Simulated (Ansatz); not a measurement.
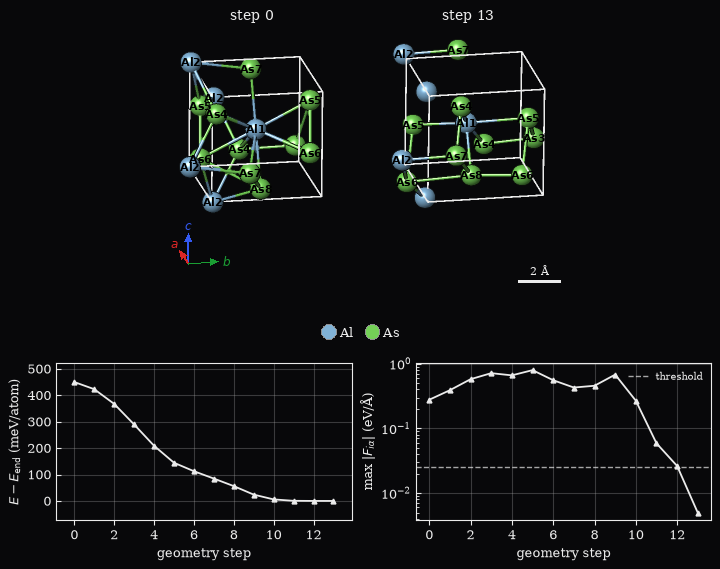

First and last geometry of a relaxation of solid AlAs₃ (a generated structure, set up in P1) (coarse preliminary run), with the history of the run. Style: ball-and-stick. Shown: the cell of the calculation, reduced to other axes, from a free direction. Lengths and directions refer to the drawn axes.

Level of theory: DFT PBE, scalar-relativistic, plane waves, PAW in Ansatz 0.2.0. Set-up: plane-wave cutoff 420 eV; k-point mesh 4 × 4 × 4; occupations gaussian; smearing width 0.2 eV; no spin polarisation; cell and atoms relaxed; force threshold 0.025 eV/Å; at most 60 steps.

Question: Did the run converge, and what did it change?

Answer: The run was cut off at its time limit before the program reported convergence, but its last step already meets the force threshold: the largest component is 0.0049 eV/Å against 0.025 eV/Å. The pressure is within 0.03 GPa of its target. As4 moves most relative to the cell: 1.34 Å roughly along [−1 3 1]. Largest moves by element: As 1.34 Å, Al 0.71 Å. Cell: a 5.246 → 5.426 Å (+3.4 %), b 5.367 → 5.638 Å (+5.0 %), c 5.391 → 5.428 Å (+0.7 %), α 90.9° → 90.0°, β 92.5° → 91.3°, γ 90.7° → 90.0°. Volume +9.5 %. Some distances before and after: As4–As6 3.178 → 5.017 Å, As4–As6 (another image) 3.230 → 4.947 Å, As5–As7 3.235 → 4.787 Å, As5–As7 (another image) 3.259 → 4.667 Å. New bonds form, among them: As4–As7 (3.25 → 2.47 Å), As6–As8 (3.15 → 2.47 Å). Among the angles between lasting bonds that change: Al1–As4–As3 61.3° → 94.1°, Al2–As6–As5 66.1° → 90.4°, As4–Al1–As8 67.4° → 90.4°. The space group (tolerance 0.01 Å) goes from P1 (No. 1) to Aem2 (No. 39). Over 13 geometry steps the energy falls by 450 meV per atom. The largest force component goes from 0.28 to 0.0049 eV/Å. The pressure goes from 0.58 to 0.03 GPa.

```
step  E − E(0), meV/atom  largest force component, eV/Å  pressure, GPa  volume, Å³/atom
   0                0.00                         0.2774           0.58           18.950
   1              -27.06                         0.3897          -0.40           19.202
   2              -82.79                         0.5765           1.65           18.876
   3             -160.57                         0.7148           0.88           19.277
   4             -241.17                         0.6613           1.36           19.537
   5             -305.44                         0.7960           0.43           20.100
   6             -337.48                         0.5563           0.25           20.160
   7             -365.35                         0.4285          -0.25           20.296
   8             -393.86                         0.4566           0.80           20.198
   9             -426.07                         0.6791           0.43           20.357
  10             -444.17                         0.2682           0.21           20.570
  11             -449.49                         0.0588          -0.02           20.724
  12             -449.92                         0.0262           0.04           20.745
  13             -449.98                         0.0049           0.03           20.751
```
